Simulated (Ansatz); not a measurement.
**Fields on a plane of BN (h-BN type, space group P6_3/mmc)**

```
CELL_PARAMETERS angstrom
      2.49975     0.00000     0.00000
     -1.24987     2.16485     0.00000
      0.00000     0.00000     6.52535
ATOMIC_POSITIONS crystal
  B  0.33333 0.66667 0.25000
  B  0.66667 0.33333 0.75000
  N  0.33333 0.66667 0.75000
  N  0.66667 0.33333 0.25000
```

The slice is a (-1 1 0 2) plane (indices of the conventional cell) through the point (0.333, 0.667, 0.250) (fractional), spanned by u = [110] and v = [1 -1 1] in vectors of this cell: u (2.50 Å) and v (7.83 Å, at 90° to u). It covers one period; positions are fractions (u, v).

Atoms on it: B at (0.00, 0.00); N at (0.50, 0.50). Other atoms lie within 1 Å of the plane.

Computed with r2SCAN+rVV10 (plane waves to 500 eV, PAW, scalar-relativistic; Ansatz, an electronic-structure program). k mesh 15×15×5. These are valence fields of a PAW run, semicore shells included where kept as valence: close to a nucleus they are smooth pseudo fields. BN was relaxed with its symmetry unable to fall. The PAW data are Ansatz's earlier set.

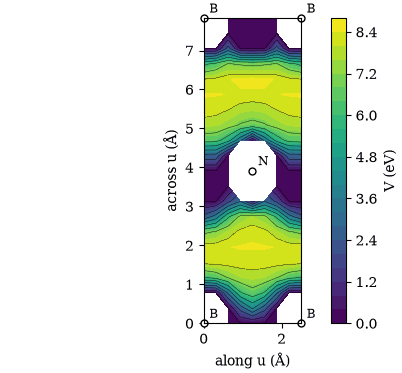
Electrostatic potential energy of an electron, from the cell's mean, in eV, one period of the plane, atoms marked. Points within 0.6 Å of a nucleus are left white, as the pseudised field means little there. Values under 0 eV are set to 0. The zero, the cell's mean, hangs on the PAW cores.

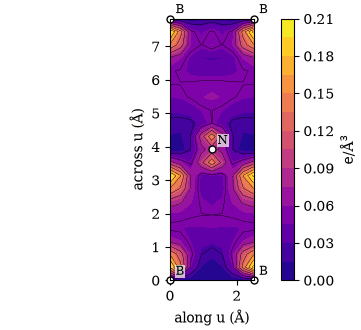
Figure. Density of the lowest conduction band (whole band as if filled, smooth part) in e/Å³, one period of the plane, atoms marked. 

| Item | Value |
|---|---|
| Element round which the density of the highest valence band (whole band, smooth part) is largest on this plane | N |
